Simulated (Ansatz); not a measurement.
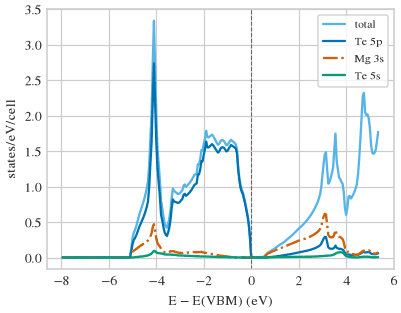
Figure: Total and projected density of states of MgTe (rock salt, Fm-3m), DFT-LDA in the program Ansatz with PAW potentials

**Question.** Which orbitals carry the states next to the gap?

**Answer.** Top 1 eV of the valence band: Te 5p 96 %. Bottom 1 eV of the conduction band: Mg 3s 76 %, Te 5p 12 %, outside the projected shells 8 %. Projections are on Löwdin-orthogonalised atomic valence shells; empty p or d shells of many metals are not among them.

**Question.** Where is the tallest occupied peak in this window, and what makes it?

**Answer.** Near -4.1 eV, about 3.3 states/eV per cell; the largest projected share is Te 5p.

The workflow started from a Materials Project entry (that database holds measured and hypothetical structures alike); the Crystallography Open Database copy checked does not list it. COD files the formula under space group No. 186, so this cell is another polymorph or a model. Whether it is the stable phase at ambient conditions was not checked. The LDA relaxation kept the symmetry of its start; of distortions, only those at the zone centre were tested. Spin–orbit coupling is left out wherever it is not named.

Potentials: the later of the program's two PAW sets.
